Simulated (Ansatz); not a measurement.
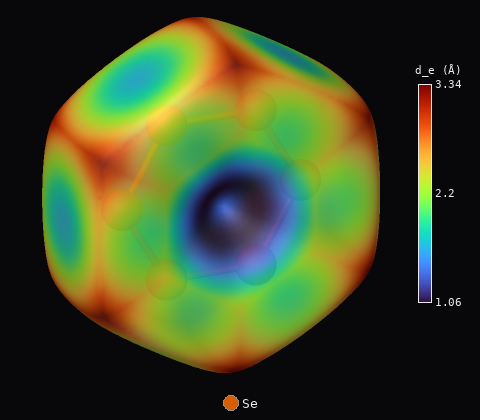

Hirshfeld surface computed for one Se6 unit (covalently bonded non-metal atoms) in LiSe6 in space group P6/mmm, coloured by d_e.

The surface is where the fragment's share of the procrystal density (the sum of the densities of spherically averaged neutral Hartree-Fock atoms) equals one half. d_i and d_e are the distances from the surface to the nearest nucleus inside and outside.

Source of the atomic positions: coordinates from a relaxation with DFT PBE, scalar-relativistic, plane waves, PAW in Ansatz 0.2.0; the starting structure was generated, so it need not be a known form of this composition.

```
Li Se
1.0
     8.18468    0.00000    0.00000
    -4.09234    7.08814    0.00000
     0.00000    0.00000    3.91072
Li Se
1 6
Direct
  0.00000 0.00000 0.00000
  0.00000 0.30085 0.50000
  0.69915 0.69915 0.50000
  0.30085 0.00000 0.50000
  0.00000 0.69915 0.50000
  0.30085 0.30085 0.50000
  0.69915 0.00000 0.50000
```

Q: What is the shortest distance from the fragment to an atom outside it?

A: Se–Li, 3.14 Å.

Q: How is the surface shared among contacts (nearest atom inside ··· nearest atom outside)?

A: Se···Se 83 %, Se···Li 17 %. The surface faces 20 neighbours with more than 2 % of its area each: 18 Se + 2 Li.

Q: Give the size and shape of the surface.

A: It encloses about 201 Å³, has an area of about 202 Å² and a globularity of 0.82 (1 for a sphere).
